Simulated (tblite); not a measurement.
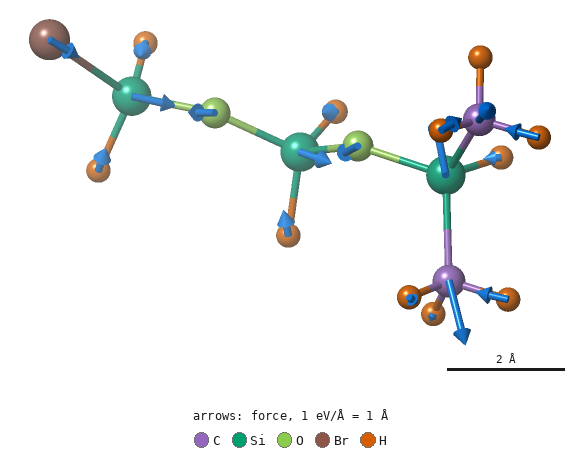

Starting geometry of C$_{2}$H$_{11}$BrO$_{2}$Si$_{3}$ with the computed forces as blue arrows. A ball-and-stick model, seen at a tilt.

Theory: tblite 0.8.0, GFN2-xTB geometry optimisation, gas phase. 

> Is this structure relaxed? If not, where do the atoms go?

It isn't relaxed: the largest force vector, on a Si atom, is 1.66 eV/Å. The final displacements have little in common with the starting forces (cosine between the two patterns 0.22). The Br atom moves most after the best rigid fit: 3.80 Å. By element the largest moves are Br 3.80 Å, H 3.29 Å, Si 1.65 Å, O 1.44 Å, C 1.36 Å. Some distances before and after: O–Si 1.655 → 1.598 Å, C–Si 1.846 → 1.895 Å, H–Si 1.485 → 1.454 Å, H–Si 1.492 → 1.468 Å. Bond angles that change, for instance: Si–O–Si 139.6° → 159.9°, Si–O–Si 138.0° → 151.4°, H–Si–H 109.3° → 119.3°. Groups turn about O–Si by about 125°, O–Si by about 125°, O–Si by about 110°. After 218 geometry steps the energy has fallen by 0.547 eV.
